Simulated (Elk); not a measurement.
Band structure of NbIr (P4/mmm, 2 atoms in the cell).

```xyz
2
Lattice="2.8782 0.0000 0.0000 0.0000 2.8782 0.0000 0.0000 0.0000 3.8742" Properties=species:S:1:pos:R:3 pbc="T T T"
Nb     1.4391     1.4391     1.9371
Ir     0.0000     0.0000     0.0000
```

Computed with LDA (PW92), all-electron FP-LAPW, Elk's shipped species files, LAPW+lo basis run with Elk.

Settings: rgkmax = 7.5; swidth = 0.00367493 Ha; ngridk = 9 9 7; gmaxvr = 14 1/bohr; nxoapwlo = 1; rmtscf = 0.91; maxscl = 100.

The starting cell comes from a database of computed structures (which also holds hypothetical and non-ambient phases and stackings), without a prior relaxation at this level. Spin-orbit coupling is off. Spin polarisation is off. Values depend on the basis (sphere radii, cutoffs, local orbitals), which need not be converged.

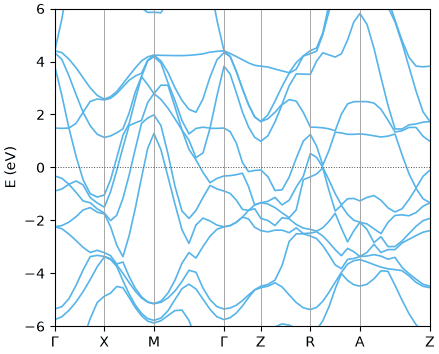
*Bands along the path, energies from the Fermi level.*

Levels in eV from the Fermi level, bands 18 to 25:
```
point     18     19     20     21     22    23    24    25
-----  -----  -----  -----  -----  -----  ----  ----  ----
Γ      -2.24  -2.24  -0.89  -0.33   1.49  3.82  4.33  4.40
X      -3.22  -1.76  -1.72  -1.50  -1.04  1.13  2.55  2.58
M      -5.15   1.28   1.98   2.79   2.79  4.18  4.24  4.24
Z      -2.39  -1.93  -1.33  -1.33  -0.10  0.98  1.73  1.73
R      -2.48  -2.34  -0.36   0.52   1.24  1.52  3.52  4.30
A      -3.37  -2.07  -2.07  -1.27   1.27  2.49  5.82  6.32
```

Bands cross the Fermi level along this path, so the cell is metallic at this level.
